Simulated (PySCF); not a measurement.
## EPR calculation, with input and output: C6H10NSi

C6H10NSi, multiplicity 2, computed with UKS B3LYP, pcH-1 on C H N Si, non-relativistic, mean-field spin-orbit, GIAO (PySCF 2.14.0).

It belongs to a series of runs on one base structure; here: H removed from sp3 C.

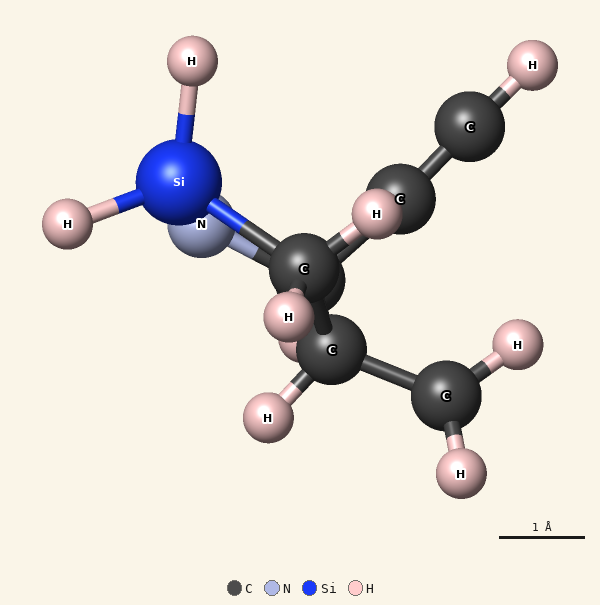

The structure (ball-and-stick view, seen at a tilt). Bond lengths as drawn: C–C 1.20 to 1.55 Å, C–H 1.05 to 1.10 Å, C–N 1.45 Å, C–Si 1.90 Å, H–N 1.01 Å, H–Si 1.46 to 1.47 Å and N–Si 1.72 Å.

## Input file
```
{"job": {"kind": "epr", "basis": "pcH-1"}, "charge": 0, "multiplicity": 2}
C      2.571079    -0.273505    -0.981593
C      1.736469    -0.137352    -0.133851
C      0.693718    -0.077696     0.877592
N      0.053280    -1.370720     1.064036
Si    -1.241309    -1.667458    -0.026631
C     -1.271756     0.143058    -0.604348
C     -0.442432     0.890566     0.475635
C      0.016984     2.192063    -0.010995
H      3.311157    -0.360023    -1.720779
H      1.142199     0.252792     1.825332
H      0.661077    -2.079344     1.440461
H     -0.973367    -2.584668    -1.139829
H     -2.411216    -2.087693     0.746972
H     -0.778387     0.249344    -1.570753
H     -2.259444     0.589128    -0.692536
H     -1.088053     1.011379     1.351760
H      0.856360     2.247139    -0.677736
H     -0.585119     3.069307     0.125619
```

The first line tells a small driver script what to run in PySCF; the rest is the geometry in Å.

Hardware: 1 CPU thread, shared host.

Launch command:
```bash
OMP_NUM_THREADS=1 python <driver script> task.json out
```

## Output
```
UKS, coarse grid
  cycle   1  E = -578.73362520  |g| = 4.27e-01
  cycle   2  E = -578.69196661  |g| = 5.23e-01
  cycle   3  E = -578.81508014  |g| = 8.42e-02
  cycle   4  E = -578.81737307  |g| = 4.31e-02
  cycle   5  E = -578.81807780  |g| = 2.11e-02
  cycle   6  E = -578.81828512  |g| = 5.86e-03
  cycle   7  E = -578.81830211  |g| = 1.66e-03
  cycle   8  E = -578.81830362  |g| = 8.24e-04
UKS, final grid
  cycle   1  E = -578.81834399  |g| = 1.13e-03
  cycle   2  E = -578.81834319  |g| = 1.74e-03
  cycle   3  E = -578.81834458  |g| = 2.27e-04
  cycle   4  E = -578.81834460  |g| = 5.97e-05
  cycle   5  E = -578.81834461  |g| = 3.47e-05
  cycle   6  E = -578.81834461  |g| = 1.04e-05
E = -578.81834461 Eh   <S^2> = 0.7536 (exact 0.7500)
g shifts (ppm)      1          2          3
  rmc          -144       -144       -144
  gc              7         36         26
  oz_so          18        537        563
  total        -120        429        446
hyperfine (MHz)  atom isotope    a_iso     a_fc   dipolar eigenvalues
    0   13C       0.20       0.20     -0.69      0.15      0.54
    1   13C      -1.62      -1.62     -0.77     -0.53      1.31
    2   13C      23.85      23.85     -2.54     -2.34      4.89
    3   14N       0.22       0.22     -0.32     -0.16      0.48
    4  29Si     -13.59     -13.62     -5.13      2.40      2.73
    5   13C      76.52      76.53     -7.36     -7.02     14.39
    6   13C     -31.47     -31.48     -2.25     -0.38      2.63
    7   13C      91.71      91.81    -80.23    -79.49    159.72
    8    1H      -0.30      -0.30     -0.85     -0.72      1.57
    9    1H      -2.82      -2.82     -3.84     -2.21      6.04
   10    1H       2.39       2.39     -1.10     -0.65      1.74
   11    1H       6.27       6.27     -0.88     -0.59      1.47
   12    1H       2.01       2.00     -0.81     -0.68      1.49
   13    1H      -1.09      -1.09     -6.82     -1.96      8.78
   14    1H      -4.64      -4.64     -5.62     -2.48      8.10
   15    1H      21.62      21.62     -5.27     -4.19      9.45
   16    1H     -60.20     -60.21    -38.49     -0.33     38.82
   17    1H     -61.71     -61.72    -38.77     -0.17     38.94
```

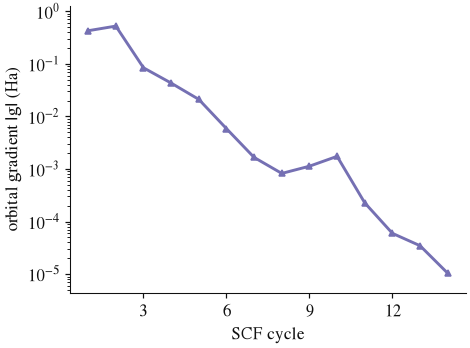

Convergence of the self-consistent field: orbital gradient |g| against the SCF cycle. All cycles printed in the log are drawn one after another.

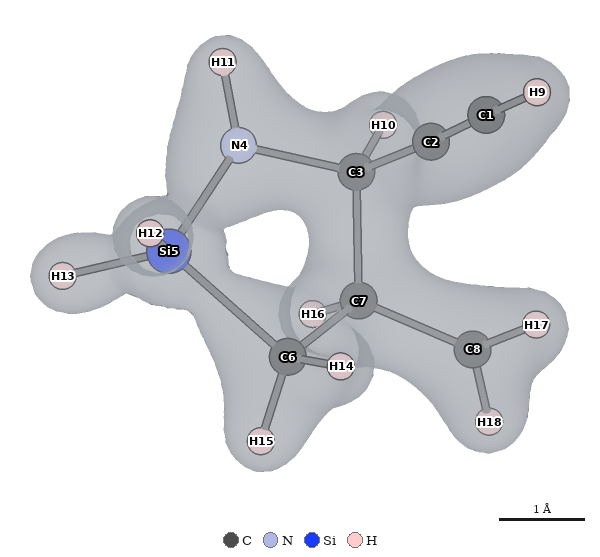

Isosurface of the electron density at 0.6 e/Å³ (grey), seen at a tilt. At this value the surface is in one piece. On the grid the lowest density along these lines, outside the cores, is 2.8 e/Å³ (C–C, 1.20 Å), 1.8 e/Å³ (C–N, 1.45 Å), 0.95 e/Å³ (Si–N, 1.72 Å) and 0.78 e/Å³ (C–Si, 1.90 Å).

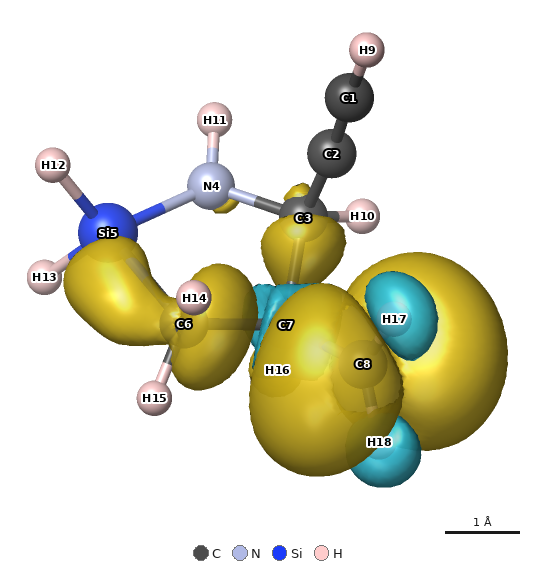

Isosurfaces of the spin density at +0.006 (yellow) and −0.006 e/Å³ (cyan), seen at a tilt. The unpaired spin (1 electron) lies mostly on C8 (about 0.7), in electrons by Hirshfeld's partition.

## Results in brief

```json
{"quantity": "outcome", "value": "converged"}
{"quantity": "total energy", "value": "−578.818345 hartree"}
{"quantity": "⟨S²⟩", "value": "0.754"}
{"quantity": "isotropic g", "value": "2.0026"}
{"quantity": "wall time", "value": "1.9 min"}
{"quantity": "peak memory", "value": "1.1 GiB"}
```
